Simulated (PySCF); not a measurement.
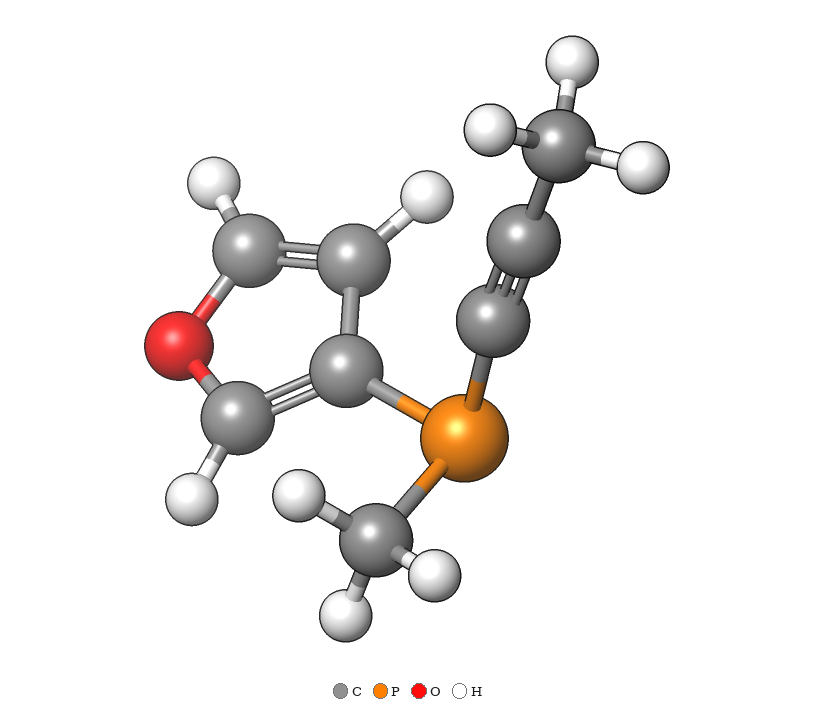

Multiple sticks mark multiple bonds (one Kekulé form).

Identify the structure.

The molecule is C₈H₉OP. SMILES: `CC#CP(C)c1ccoc1`. Independent rings (smallest set): 1 of 5 members, 1 of them aromatic. Among its groups: alkyne. This geometry has C1 symmetry. Coordination: 2 C tetrahedral; 2 C linear; 1 P trigonal pyramidal; 4 C trigonal planar; 1 O bent.

The parts below concern this one geometry. Atoms keep their numbers from picture to picture. Computed geometry: PBE0-D3(BJ)/def2-SVP optimisation. No frequency run is at hand to confirm it as a minimum.

**Shape**

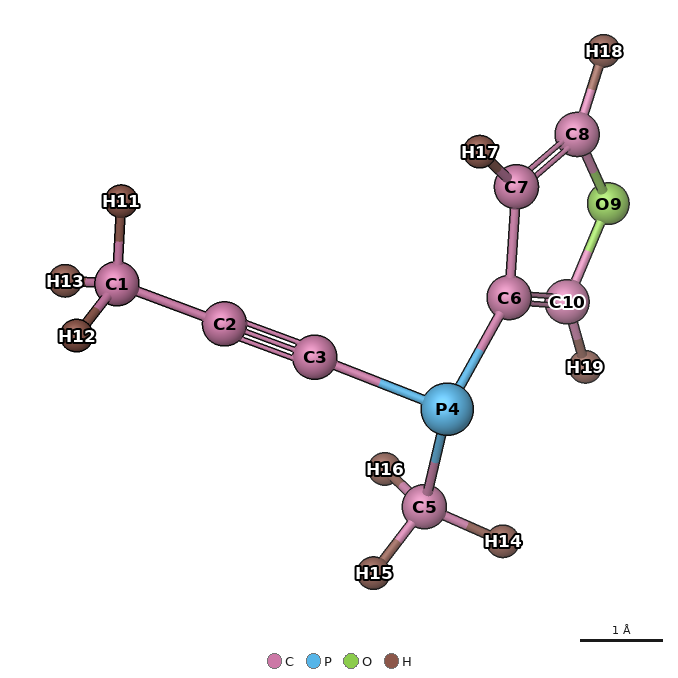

Atoms carry their numbers in the input. No frequency run is at hand to confirm it as a minimum.

Give the bond lengths. Leave out bonds to hydrogen.

| bond | length (Å) | order |
| --- | --- | --- |
| C1–C2 | 1.451 | single |
| C2–C3 | 1.218 | triple |
| C3–P4 | 1.770 | single |
| P4–C5 | 1.849 | single |
| P4–C6 | 1.822 | single |
| C6–C7 | 1.437 | aromatic |
| C6–C10 | 1.368 | aromatic |
| C7–C8 | 1.361 | aromatic |
| C8–O9 | 1.348 | aromatic |
| O9–C10 | 1.349 | aromatic |

**Levels of theory compared**

No frequency run is at hand to confirm it as a minimum. Program: PySCF 2.14.0.

Tabulate HOMO energy (eV), HOMO–LUMO gap (eV), dipole (D) at these levels: CAM-B3LYP/def2-SVPD; PBE/pcSseg-1; PBE0/pcSseg-1; PBE0/pcSseg-1 in benzene (IEF-PCM); PBE0/pcSseg-1 in chloroform (IEF-PCM).

```tsv
level	HOMO energy (eV)	HOMO–LUMO gap (eV)	dipole (D)
CAM-B3LYP/def2-SVPD	−7.44	8.46	1.68
PBE/pcSseg-1	−5.17	4.44	1.62
PBE0/pcSseg-1	−6.22	6.41	1.69
PBE0/pcSseg-1 in benzene (IEF-PCM)	−6.27	6.44	1.89
PBE0/pcSseg-1 in chloroform (IEF-PCM)	−6.33	6.46	2.00
```

**Ring current**

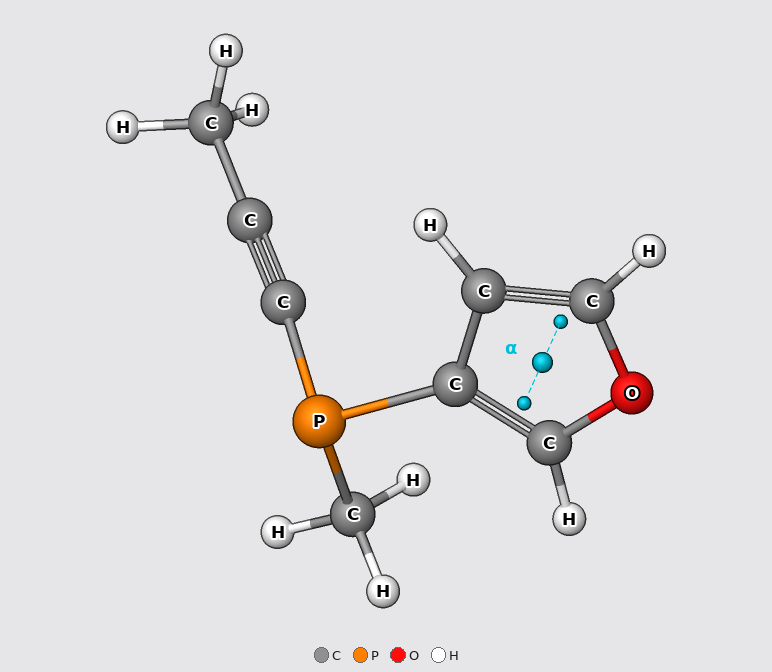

The small points mark where nucleus-independent chemical shifts (NICS) were computed: at the centre of each lettered ring and 1 Å above and below it. No frequency run is at hand to confirm it as a minimum. Level of theory: GIAO PBE0/pcSseg-1 NMR shielding, non-relativistic, IEF-PCM chloroform (PySCF 2.14.0).

Give NICS(0), NICS(1) and the out-of-plane component NICS(1)zz for each ring (means of the two sides).

| ring | members | NICS(0) | NICS(1) | NICS(1)zz |
| --- | --- | --- | --- | --- |
| α | C4O | −11.6 | −10.3 | −25.8 |

Values in ppm.

What do the values say about the ring currents?

Answer. Ring α: diatropic, as in an aromatic ring. NICS is one index among several.

**Excitation**

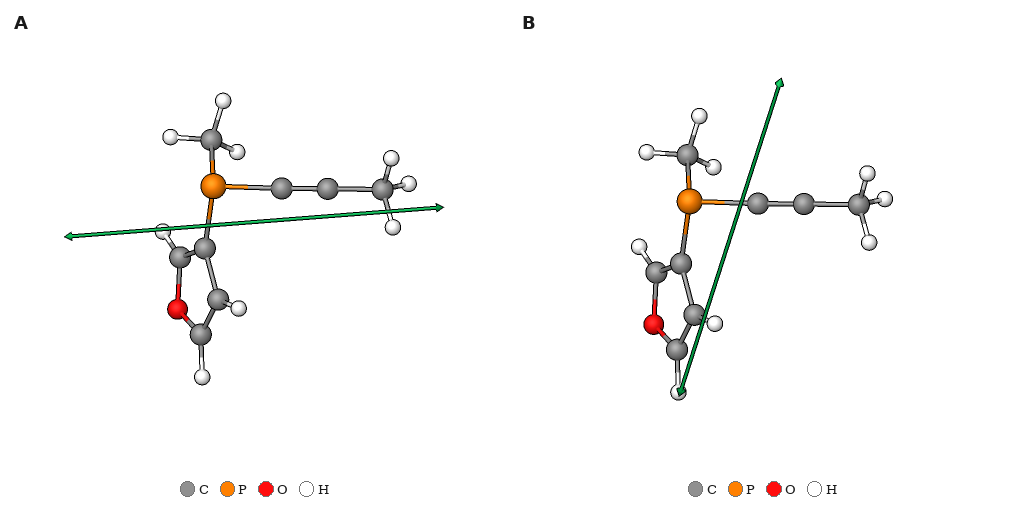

The double arrows show the directions of two transition dipoles from the ground state (lengths mean nothing). No frequency run is at hand to confirm it as a minimum. Properties computed with TDDFT CAM-B3LYP/def2-SVPD, vertical, gas phase, core orbitals frozen in the response (PySCF 2.14.0).

One belongs to singlet state 2 and one to singlet state 9. Which is which?

Answer. A: state 2, 5.74 eV (216 nm), oscillator strength 0.024, of mixed character, with the largest part HOMO → LUMO (weight 0.49).
B: state 9, 6.65 eV (186 nm), oscillator strength 0.13, of mixed character, with the largest part HOMO → LUMO+7 (weight 0.18).
